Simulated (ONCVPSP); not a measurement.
## Pseudopotential generation for Yb

System: ytterbium (Yb, Z = 70), core [Kr] 4d10 4f13, reference valence 5s2 5p6 5d1 6s1 6p1, valence charge 11.
Method: ONCV potential, LDA (Perdew-Zunger), scalar-relativistic, made with ONCVPSP 4.0.1.

**Log (extracts)**
```
ONCVPSP  (Optimized Norm-Conservinng Vanderbilt PSeudopotential)
scalar-relativistic version 4.0.1

#   n    l    f        energy (Ha)
    1    0    2.00    -2.2490681E+03
    2    0    2.00    -3.8135977E+02
    2    1    6.00    -3.3626582E+02
    3    0    2.00    -8.6212861E+01
    3    1    6.00    -7.2622068E+01
    3    2   10.00    -5.6045772E+01
    4    0    2.00    -1.7208582E+01
    4    1    6.00    -1.2740849E+01
    4    2   10.00    -6.8600522E+00
    4    3   13.00    -4.1355857E-01
    5    0    2.00    -2.2393392E+00
    5    1    6.00    -1.1976288E+00
    5    2    1.00    -1.1600434E-01
    6    0    1.00    -2.0558379E-01
    6    1    1.00    -7.5212878E-02

Reference configufation results
  iterations    37
  all-electron total energy (Ha)   -1.40508662D+04

Begin loop to  construct optimized pseudo wave functions
and semi-local pseudopoentials for all angular momenta

Calculating optimized projector #   1

 for l=   0

    Fraction of norm inside rc  0.947109
    Optimizing pswf for qcut=   5.79 a_B^-1,  ecut=  16.76 Ha
    Residual kinetic energy error=  2.97D-05 Ha

    Energy error per electron        Cutoff
         Ha          eV             Ha
         0.01000     0.27211        9.10
         0.00100     0.02721       12.78
         0.00010     0.00272       15.42
         0.00001     0.00027       32.82

Calculating optimized projector #   2

 for l=   0

    Fraction of norm inside rc  0.059810
    Optimizing pswf for qcut=   5.79 a_B^-1,  ecut=  16.76 Ha
    Residual kinetic energy error=  2.67D-05 Ha

    Energy error per electron        Cutoff
         Ha          eV             Ha
         0.01000     0.27211        4.43
         0.00100     0.02721       11.80
         0.00010     0.00272       15.08
         0.00001     0.00027       23.21

Calculating optimized projector #   1

 for l=   1

    Fraction of norm inside rc  0.974182
    Optimizing pswf for qcut=   6.70 a_B^-1,  ecut=  22.45 Ha
    Residual kinetic energy error=  4.93D-10 Ha

    Energy error per electron        Cutoff
         Ha          eV             Ha
         0.01000     0.27211        7.25
         0.00100     0.02721        9.59
         0.00010     0.00272       11.60
         0.00001     0.00027       13.27

Calculating optimized projector #   2

 for l=   1

    Fraction of norm inside rc  0.056852
    Optimizing pswf for qcut=   6.70 a_B^-1,  ecut=  22.45 Ha
    Residual kinetic energy error=  1.74D-10 Ha

    Energy error per electron        Cutoff
         Ha          eV             Ha
         0.01000     0.27211        4.61
         0.00100     0.02721        7.08
         0.00010     0.00272        9.19
         0.00001     0.00027       10.90

   Wellstate for l =  2  n =  7
     eigenvalue =   1.7840
     asymptotic potential =   2.2840
     half-point radius =  4.3818

Calculating optimized projector #   1

 for l=   2

    Fraction of norm inside rc  0.609919
    Optimizing pswf for qcut=   5.91 a_B^-1,  ecut=  17.45 Ha
    Residual kinetic energy error=  1.04D-08 Ha

    Energy error per electron        Cutoff
         Ha          eV             Ha
         0.01000     0.27211        7.01
         0.00100     0.02721        9.64
         0.00010     0.00272       11.80
         0.00001     0.00027       13.56

Calculating optimized projector #   2

 for l=   2

    Fraction of norm inside rc  0.278647
    Optimizing pswf for qcut=   5.91 a_B^-1,  ecut=  17.45 Ha
    Residual kinetic energy error=  5.43D-08 Ha

    Energy error per electron        Cutoff
         Ha          eV             Ha
         0.01000     0.27211        9.08
         0.00100     0.02721       11.34
         0.00010     0.00272       13.06
         0.00001     0.00027       14.39

Construct Vanderbilt / Kleinmman-Bylander projectors

B matrix Hermiticity error, ll=   0
   1   2    2.1353E-04

  Orthonormal projector coefficients  3.4566E+00 -1.2350E+00

B matrix Hermiticity error, ll=   1
   1   2    6.4451E-05

  Orthonormal projector coefficients -1.3265E+00  2.8170E-01

B matrix Hermiticity error, ll=   2
   1   2   -1.0842E-04

  Orthonormal projector coefficients -1.2057E+00 -1.1429E-01

Pseudoatom total energy  -41.102939

Diagnostic tests using Vanderbilt-Kleinman-Bylander pseudopotentials
  1 or more projectors used as specified by nproj input data

   l    rcore       rmatch      e in        delta e   norm test  slope test

   0   1.9100894   1.9680838  -2.2393392   0.0000015   1.0001892   1.0001820
   0   1.9100894   1.9680838  -0.2055838   0.0000024   1.0000305   1.0000257

   1   2.6070459   2.6862015  -1.1976288   0.0000008   1.0001246   1.0001206
   1   2.6070459   2.6862015  -0.0752129   0.0000009   1.0000182   1.0000118

   2   2.7512529   2.8347869  -0.1160043  -0.0000012   1.0000292   1.0000200
   2   2.7512529   2.8347869   1.7839957   0.0000109   1.0000938   1.0000938

 Testing for bound ghosts
   n   l    E NL Schr. Eq   E Basis Diag.   E Cutoff

   1   0       -2.239338       -2.239337     72.48
   2   0       -0.205581       -0.165312     72.48

   2   1       -1.197628       -1.197595     33.10
   3   1       -0.075212       -0.049795     33.10

   3   2       -0.116006       -0.114517     34.07

 Testing for highly-localized positive-energy ghosts
       l    <radius>/rc     E Basis Diag.   E Cutoff

Test configuration 0

   n   l     f        eae           eps        diff
   1   0  2.0000-2249.06809618
   2   0  2.0000 -381.35977084
   2   1  6.0000 -336.26582210
   3   0  2.0000  -86.21286102
   3   1  6.0000  -72.62206765
   3   2 10.0000  -56.04577247
   4   0  2.0000  -17.20858153
   4   1  6.0000  -12.74084858
   4   2 10.0000   -6.86005222
   4   3 13.0000   -0.41355857
   5   0  2.0000   -2.23933916   -2.23933767    1.49D-06
   5   1  6.0000   -1.19762877   -1.19762793    8.40D-07
   5   2  1.0000   -0.11600434   -0.11600559   -1.25D-06
   6   0  1.0000   -0.20558379   -0.20558136    2.43D-06
   6   1  1.0000   -0.07521288   -0.07521200    8.74D-07

    Total energies and differences
      AE_ref= -1.40508662D+04  AE_tst= -1.40508662D+04  dif=  0.00D+00
      PS_ref= -4.11029388D+01  PS_tst= -4.11029388D+01  dif= -1.42D-14
      PSP excitation error=  1.42D-14

Test configuration 1

   n   l     f        eae           eps        diff
   1   0  2.0000-2249.01408012
   2   0  2.0000 -381.30633700
   2   1  6.0000 -336.21238655
   3   0  2.0000  -86.15961548
   3   1  6.0000  -72.56882362
   3   2 10.0000  -55.99252542
   4   0  2.0000  -17.15515282
   4   1  6.0000  -12.68738441
   4   2 10.0000   -6.80656066
   4   3 13.0000   -0.36008311
   5   0  2.0000   -2.18545005   -2.18377579    1.67D-03
   5   1  6.0000   -1.14426713   -1.14315643    1.11D-03
   5   2  1.0000   -0.07463124   -0.07455258    7.87D-05
   6   0  2.0000   -0.17356226   -0.17362834   -6.61D-05

    Total energies and differences
      AE_ref= -1.40508662D+04  AE_tst= -1.40509924D+04  dif= -1.26D-01
      PS_ref= -4.11029388D+01  PS_tst= -4.12291298D+01  dif= -1.26D-01
      PSP excitation error=  6.55D-05

Test configuration 2

   n   l     f        eae           eps        diff
   1   0  2.0000-2249.26444215
   2   0  2.0000 -381.55538572
   2   1  6.0000 -336.46151561
   3   0  2.0000  -86.40822704
   3   1  6.0000  -72.81744384
   3   2 10.0000  -56.24113318
   4   0  2.0000  -17.40393113
   4   1  6.0000  -12.93620805
   4   2 10.0000   -7.05540199
   4   3 13.0000   -0.60884592
   5   0  2.0000   -2.43454057   -2.43530166   -7.61D-04
   5   1  6.0000   -1.39291748   -1.39345883   -5.41D-04
   5   2  1.0000   -0.30256194   -0.30265895   -9.70D-05
   6   0  1.0000   -0.38049159   -0.38037328    1.18D-04

    Total energies and differences
      AE_ref= -1.40508662D+04  AE_tst= -1.40507178D+04  dif=  1.48D-01
      PS_ref= -4.11029388D+01  PS_tst= -4.09544993D+01  dif=  1.48D-01
      PSP excitation error=  1.07D-06

Test configuration 3

   n   l     f        eae           eps        diff
   1   0  2.0000-2249.55902279
   2   0  2.0000 -381.84798907
   2   1  6.0000 -336.75425418
   3   0  2.0000  -86.69974816
   3   1  6.0000  -73.10898327
   3   2 10.0000  -56.53271523
   4   0  2.0000  -17.69581995
   4   1  6.0000  -13.22821564
   4   2 10.0000   -7.34750947
   4   3 13.0000   -0.90076502
   5   0  2.0000   -2.72707735   -2.73219342   -5.12D-03
   5   1  6.0000   -1.68367313   -1.68716020   -3.49D-03
   5   2  1.0000   -0.56466429   -0.56490938   -2.45D-04

    Total energies and differences
      AE_ref= -1.40508662D+04  AE_tst= -1.40502255D+04  dif=  6.41D-01
      PS_ref= -4.11029388D+01  PS_tst= -4.04624993D+01  dif=  6.40D-01
      PSP excitation error=  3.05D-04

Test configuration 4

   n   l     f        eae           eps        diff
   1   0  2.0000-2249.31719686
   2   0  2.0000 -381.60762125
   2   1  6.0000 -336.51373329
   3   0  2.0000  -86.46019844
   3   1  6.0000  -72.86941158
   3   2 10.0000  -56.29312371
   4   0  2.0000  -17.45616975
   4   1  6.0000  -12.98850058
   4   2 10.0000   -7.10774886
   4   3 13.0000   -0.66116189
   5   0  2.0000   -2.48738028   -2.49020392   -2.82D-03
   5   1  6.0000   -1.44476860   -1.44667564   -1.91D-03
   5   2  1.0000   -0.34302605   -0.34321367   -1.88D-04
   6   1  1.0000   -0.25139309   -0.25127181    1.21D-04

    Total energies and differences
      AE_ref= -1.40508662D+04  AE_tst= -1.40505609D+04  dif=  3.05D-01
      PS_ref= -4.11029388D+01  PS_tst= -4.07976395D+01  dif=  3.05D-01
      PSP excitation error=  2.86D-05
```

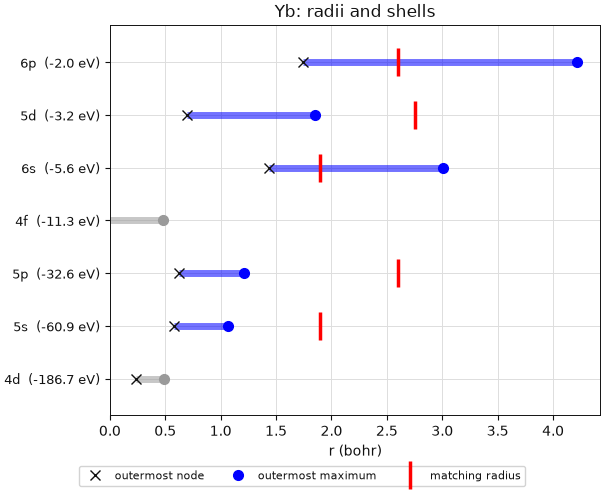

Figure 1. Outer shells of the all-electron reference atom: each bar runs from the outermost node (or the nucleus) to the outermost maximum of u(r); the tick is the radius chosen for the pseudo-wave. Shells without a tick have no pseudo-wave of their own. Levels, nodes and maxima are from ld1.x, scalar-relativistic.

- Radii against the shells: 5s: 1.90 bohr, outside the maximum; 5p: 2.60 bohr, outside the maximum; 6s: 1.90 bohr, between node and maximum; 5d: 2.75 bohr, outside the maximum; 6p: 2.60 bohr, between node and maximum.

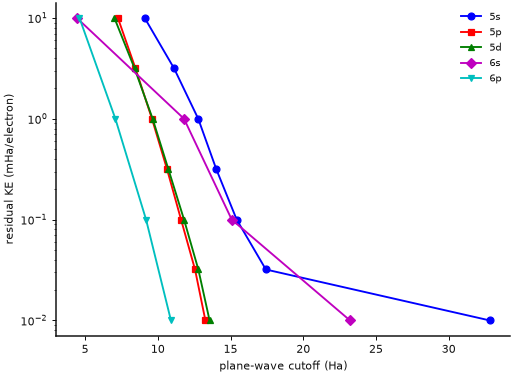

Figure 2. Residual kinetic energy of the pseudo-waves (the first of each channel, and further valence shells) beyond the plane-wave cutoff, as the generator prints it.

- Cutoffs for the occupied states: 13 Ha for 1 mHa and 15 Ha for 0.1 mHa per electron. The first is set by 5s.
- Cutoffs for 1 mHa per electron: 5s: 13 Ha; 6s: 12 Ha; 5d: 9.6 Ha; 5p: 9.6 Ha; 6p: 7.1 Ha.

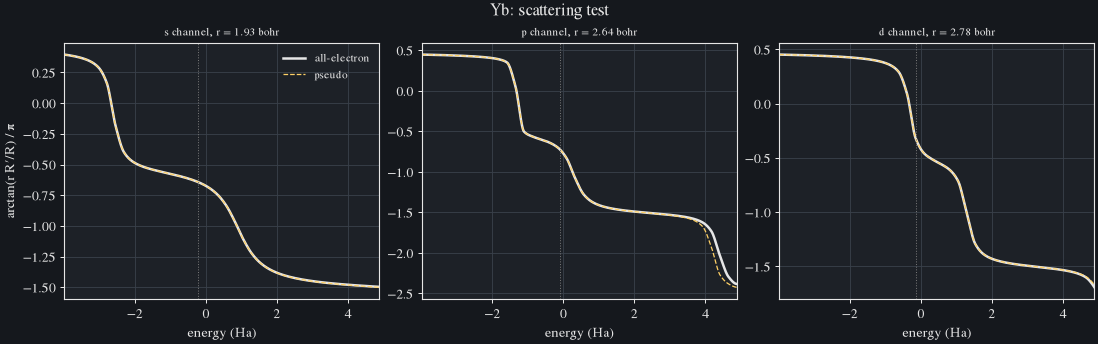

Figure 3. Unwrapped phase arctan(r R′/R) in units of π against energy, all-electron (solid) and pseudo (dashed); the pseudo phase is matched to the all-electron one at the reference energy. Here R(r) is the radial function. The dotted line marks the reference energy of the channel. Not drawn: f: not judged.

- Ghost states: the plot shows none: the two phases stay within 0.80 rad of each other in all channels drawn. The separate test gives: no bound ghost flagged; no localised positive-energy state flagged.
- Range over which the phases agree within 0.05 rad: s: over the whole range drawn; p: up to about 3.6 Ha; d: up to about 4.8 Ha.

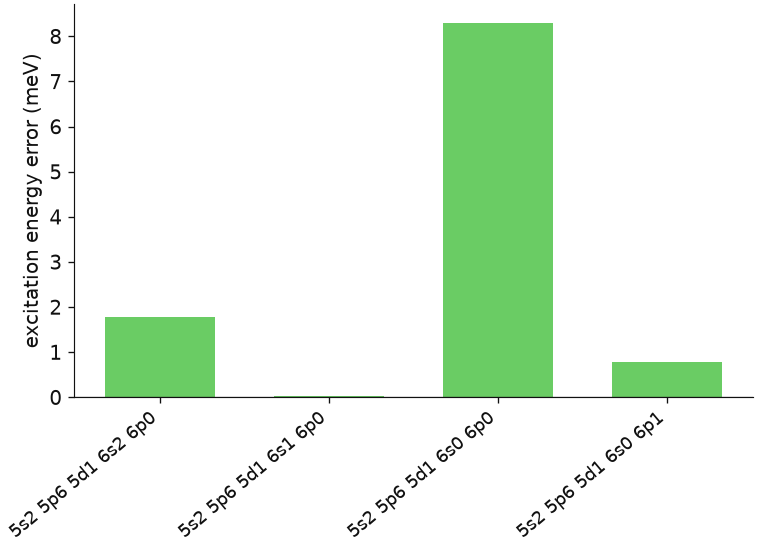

Figure 4. Errors, all-electron minus pseudo, of the energies of valence configurations relative to the unpolarised reference 5s2 5p6 5d1 6s1 6p1.

- Worst configuration: 5s2 5p6 5d1 6s0 6p0 (charge +2): the error is +8.3 meV on an all-electron energy of +17.44 eV relative to the reference, or 0.048 %.
- Errors in meV: 5s2 5p6 5d1 6s2 6p0: +1.8; 5s2 5p6 5d1 6s1 6p0: 0.0; 5s2 5p6 5d1 6s0 6p0: +8.3; 5s2 5p6 5d1 6s0 6p1: +0.8.

**Input**
```
# ATOM AND REFERENCE CONFIGURATION
# atsym  z   nc   nv     iexc    psfile
  Yb 70.00   10    5        3      upf
#
#   n    l    f
    1    0    2.00
    2    0    2.00
    2    1    6.00
    3    0    2.00
    3    1    6.00
    3    2   10.00
    4    0    2.00
    4    1    6.00
    4    2   10.00
    4    3   13.00
    5    0    2.00
    5    1    6.00
    5    2    1.00
    6    0    1.00
    6    1    1.00
#
# PSEUDOPOTENTIAL AND OPTIMIZATION
# lmax
    2
#
#   l,   rc,      ep,       ncon, nbas, qcut
    0    1.90    0.00    4    8    5.80
    1    2.60    0.00    3    7    6.70
    2    2.75    0.00    3    7    5.90
#
# LOCAL POTENTIAL
# lloc, lpopt,  rc(5),   dvloc0
    4    5    1.70    4.00
#
# VANDERBILT-KLEINMAN-BYLANDER PROJECTORs
# l, nproj, debl
    0    2    2.60
    1    2    2.10
    2    2    1.90
#
# MODEL CORE CHARGE
# icmod, fcfact, rcfact
    0    0.00    0.00
#
# LOG DERIVATIVE ANALYSIS
# epsh1, epsh2, depsh
   -4.00    5.00    0.02
#
# OUTPUT GRID
# rlmax, drl
    6.00    0.01
#
# TEST CONFIGURATIONS
# ncnf
    4
# nvcnf
#   n    l    f
    5
    5    0    2.00
    5    1    6.00
    5    2    1.00
    6    0    2.00
    6    1    0.00
#
    5
    5    0    2.00
    5    1    6.00
    5    2    1.00
    6    0    1.00
    6    1    0.00
#
    5
    5    0    2.00
    5    1    6.00
    5    2    1.00
    6    0    0.00
    6    1    0.00
#
    5
    5    0    2.00
    5    1    6.00
    5    2    1.00
    6    0    0.00
    6    1    1.00
#
```

Run as:
```bash
oncvpsp.x < Yb.dat > Yb.out
```

**Results in brief**

- outcome: generated
- cutoffs needed: 13 Ha and 15 Ha (the cutoffs at which the residual kinetic energy of the hardest occupied pseudo-wave falls to 1 and 0.1 mHa per electron)
- ghost test: no bound ghost flagged; no localised positive-energy state flagged
- largest excitation error: +8.3 meV (all-electron minus pseudo) for 5s2 5p6 5d1 6s0 6p0, out of 4 test configurations
- range over which the phases arctan(r R′/R) at the test radius agree within 0.05 rad (a looser test near the poles than one of phase shifts): s: over the whole range computed; p: up to about 3.6 Ha; d: up to about 4.8 Ha; f: not judged, local potential alone
- hardware: 1 CPU thread, shared host
- wall time: 4 s

**Notes**

The open f shell is frozen into the core, so the potential fits one valence alone and carries no f magnetism.
